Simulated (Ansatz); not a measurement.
# CH6Al2O: what the fields show

Input file:

```
crystal:
  periodic: [false, false, false]
  atoms:
    - symbol: C
      position_ang: [2.496270, 1.007778, -1.003467]
    - symbol: Al
      position_ang: [2.258698, -0.038615, 0.622952]
    - symbol: Al
      position_ang: [-0.175126, 0.715439, 2.879479]
    - symbol: O
      position_ang: [1.032513, 0.356230, 1.740512]
    - symbol: H
      position_ang: [3.506874, 1.449843, -1.040449]
    - symbol: H
      position_ang: [1.765878, 1.826088, -1.098852]
    - symbol: H
      position_ang: [2.407855, 0.367774, -1.898202]
    - symbol: H
      position_ang: [3.178101, -1.284251, 0.979705]
    - symbol: H
      position_ang: [0.167241, 1.722376, 4.056282]
    - symbol: H
      position_ang: [-1.599090, 0.036074, 2.715409]
basis:
  gaussian:
    orbitals: def2-TZVPD
hamiltonian:
  xc: pbe0
output:
  forces: true
  orbitals: {seedname: orbitals}
```

Launched as:

```sh
ansatz run input.yaml --threads 2 --pin off --max-ram 4350MiB --events-out events.jsonl --progress --plain --runs-dir runs
```

Geometry: PBE0-D3(BJ)/def2-SVP.

The calculation used isolated molecule in a Gaussian basis; Kohn-Sham density functional theory, functional PBE0 in Ansatz 0.2.0.

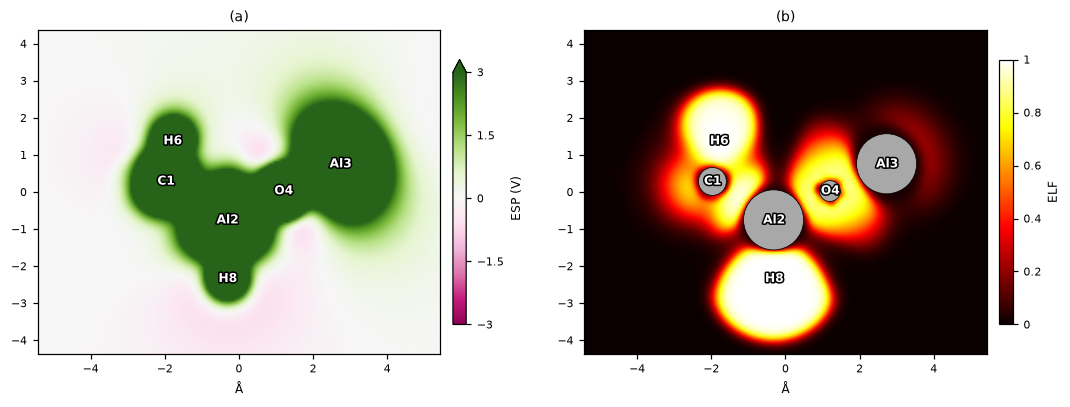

Figure 1. (a) molecular electrostatic potential; (b) electron localisation function on the plane of atoms C1, Al2 and H8. Grey discs cover the atomic cores in the ELF map.

Describe what can be read from this map.

Answer. The section cuts through C, Al, O and H sites. Al–O (1.70 Å): the ELF peaks at about 0.85 in the valence shell of O, 0.6 Å from its nucleus, and is about 0.45 at the midpoint. C–Al (1.95 Å): the ELF peaks at about 0.95 between the atoms (a polar covalent bond). C–H (1.10 Å): the ELF climbs to about 1 towards the hydrogen, as it does in any bond to H (an ordinary covalent bond to hydrogen). Al–H (1.59 Å): the ELF climbs to about 1 towards the hydrogen. Outside the dense part of the molecule the potential is most negative (−0.6 V) near O4.

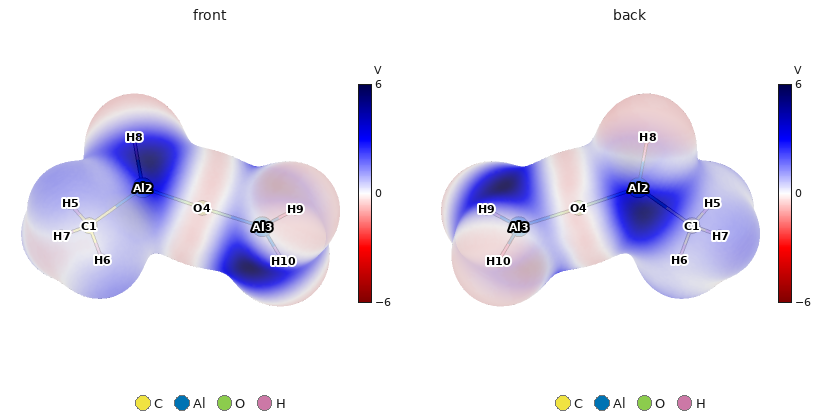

Figure 2. The electrostatic potential painted on the density surface at 0.004 e/bohr³, seen from the front and from behind; red is negative and blue positive.

Where is the surface potential most negative and most positive?

Answer. The most negative region (about −0.5 V) lies over H8, the most positive (about +5.7 V) over Al2 and Al3.

How polar is the molecule by this calculation?

Answer. Its dipole moment is 0.74 D.

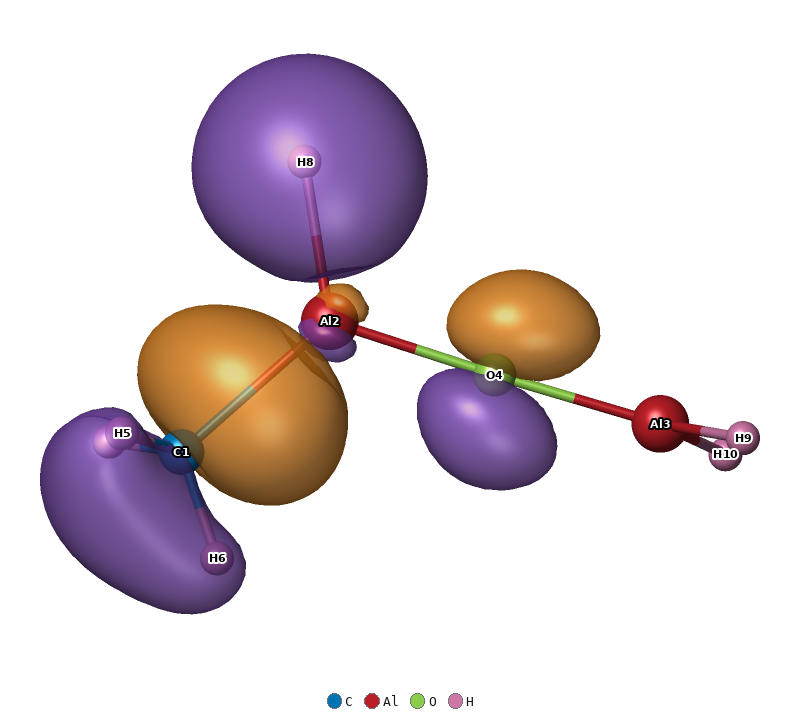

Figure 3. One frontier orbital at ±0.1 Å⁻³ᐟ² (orange and purple are the two phases), seen across its widest extent.

Which orbital is it: HOMO or LUMO?

Answer. The HOMO, at −7.86 eV. It lies mainly on C1 (about 30 %), H8 (about 25 %), Al2 (about 20 %) and O4 (about 10 %).
